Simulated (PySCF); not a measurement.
**CH8AsGa: excited-state calculation**

The run: excited-state calculation of CH8AsGa. Method and program: TDDFT CAM-B3LYP/def2-SVPD, vertical, gas phase, core orbitals frozen in the response (PySCF 2.14.0).

The geometry comes from this level: PBE0-D3(BJ)/def2-SVP. It belongs to a series of runs on one base structure; here: H on As replaced by CH3.

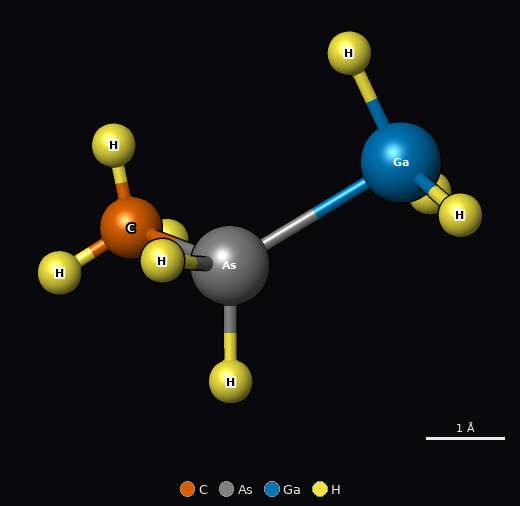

The input geometry (ball-and-stick view, seen at a tilt). Sticks mark near contacts. Bond lengths as drawn: As–C 1.95 Å, As–Ga 2.59 Å, As–H 1.51 Å, C–H 1.10 Å and Ga–H 1.58 Å.

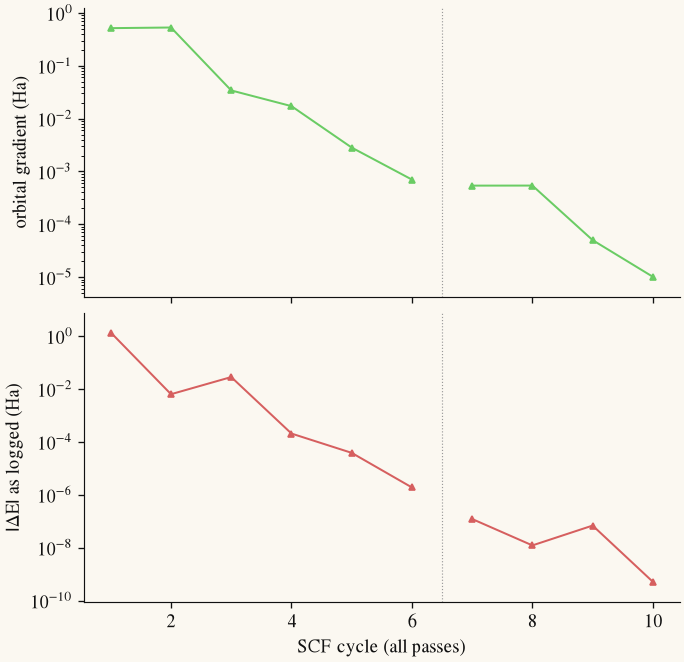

Convergence of the self-consistent field: orbital gradient and size of the energy change against the SCF cycle. The dotted line marks the change from a coarse to the final integration grid. The first 6 cycles use a coarse grid, the final grid takes over at cycle 7, and the field converges after 10 cycles in all.

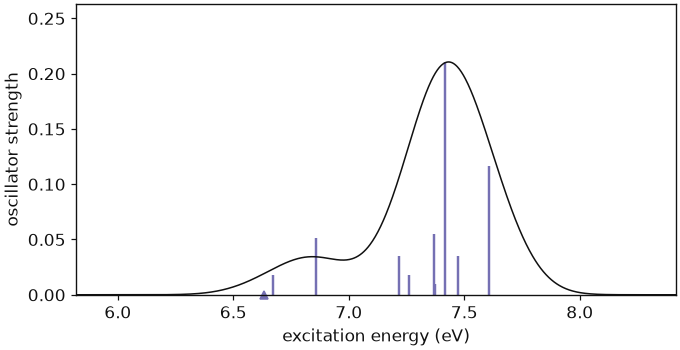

Computed excitations as sticks (degenerate states added up, dark ones marked on the axis), with a Gaussian envelope of 0.35 eV full width at half maximum, scaled to the tallest. Of the 10 states the lowest lies at 6.63 eV (f = 0.001); the strongest line is at 7.41 eV, or 167 nm (f = 0.211).

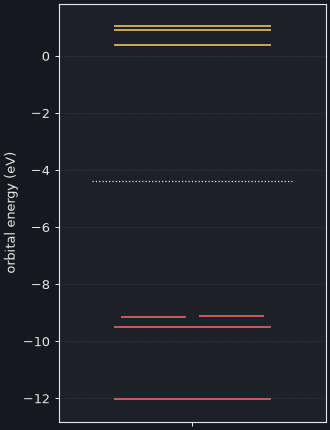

Orbital energies near the frontier; the dotted line parts filled from empty levels, and levels within 0.02 eV of each other stand side by side. Highest filled −9.12 eV, lowest empty 0.38 eV, 9.50 eV apart.

The input and output of the run follow.

Input:
```
{"job": {"kind": "uv", "xc": "CAM-B3LYP", "basis": "def2-SVPD", "ip": true}, "charge": 0, "multiplicity": 1}
C     -1.615408     0.698866    -0.009881
As    -0.318141    -0.750627    -0.018334
Ga     2.155022     0.018068     0.018981
H     -2.646826     0.324809    -0.014854
H     -1.438336     1.322219    -0.896814
H     -1.442661     1.309682     0.886538
H     -0.854159    -1.612526     1.103617
H     -0.842515    -1.586091    -1.165624
H      2.068311     0.894238    -1.294225
H      2.062240     0.764987     1.409496
H      2.877907    -1.381265    -0.044847
```

The first line tells a small driver script what to run in PySCF; the rest is the geometry in Å.

Output:
```
coarse grid: 39704 points
cycle   1  E = -4203.2402009214  dE = -1.362e+00  |g| = 5.155e-01  |ddm| = 3.571e+00
cycle   2  E = -4203.2465323247  dE = -6.331e-03  |g| = 5.302e-01  |ddm| = 8.301e-01
cycle   3  E = -4203.2747166243  dE = -2.818e-02  |g| = 3.415e-02  |ddm| = 4.468e-01
cycle   4  E = -4203.2749224398  dE = -2.058e-04  |g| = 1.722e-02  |ddm| = 6.789e-02
cycle   5  E = -4203.2749607625  dE = -3.832e-05  |g| = 2.830e-03  |ddm| = 2.489e-02
cycle   6  E = -4203.2749626488  dE = -1.886e-06  |g| = 7.010e-04  |ddm| = 5.627e-03
final grid: 80552 points
cycle   7  E = -4203.2749209420  dE = -1.209e-07  |g| = 5.391e-04  |ddm| = 3.412e-03
cycle   8  E = -4203.2749209541  dE = -1.214e-08  |g| = 5.403e-04  |ddm| = 1.333e-03
cycle   9  E = -4203.2749210224  dE = -6.833e-08  |g| = 5.013e-05  |ddm| = 5.891e-04
cycle  10  E = -4203.2749210230  dE = -5.102e-10  |g| = 1.014e-05  |ddm| = 6.217e-05
converged SCF energy = -4203.2749210230

Static polarisability (au): isotropic 82.476, principal 72.553 79.070 95.804

Singlet excitations
state   eV       nm        f      main configurations
  1   6.6330    186.9   0.00111   H->L 0.67, H->L+1 0.13
  2   6.6700    185.9   0.01806   H-1->L 0.48, H-1->L+1 0.22, H-2->L 0.10
  3   6.8590    180.8   0.05115   H-2->L 0.80, H-1->L 0.09
  4   7.2157    171.8   0.03466   H->L+1 0.60, H->L 0.18
  5   7.2597    170.8   0.01828   H-1->L+1 0.41, H-2->L+1 0.34, H-1->L 0.11
  6   7.3677    168.3   0.05453   H-1->L+2 0.49, H->L+3 0.16, H-2->L+1 0.11
  7   7.3739    168.1   0.00999   H-2->L+3 0.56, H->L+2 0.31
  8   7.4149    167.2   0.21054   H-1->L+2 0.34, H-2->L+1 0.22, H-1->L 0.16
  9   7.4708    166.0   0.03501   H-1->L+3 0.44, H-2->L+3 0.21, H->L+2 0.18
 10   7.6053    163.0   0.11677   H-1->L+3 0.41, H->L+2 0.34

Triplet excitations (Tamm-Dancoff, eV): 6.0889 6.2392 6.3431 6.4232
Vertical ionisation energy (delta-SCF) = 10.0599 eV
```

Results in brief:

| quantity | value |
| --- | --- |
| outcome | converged |
| total energy | −4203.274921 hartree |
| HOMO | −9.12 eV |
| LUMO | 0.38 eV |
| dipole moment | 4.42 D |
| mean polarisability | 82.48 a.u. |
| vertical ionisation energy | 10.06 eV |
| lowest singlet excitation | 6.63 eV |
| hardware | 1 CPU thread, shared host |
| wall time | 68 s |
| peak memory | 0.86 GiB |

Notes:

Spin–orbit coupling is left out, which matters for the heavy atoms.
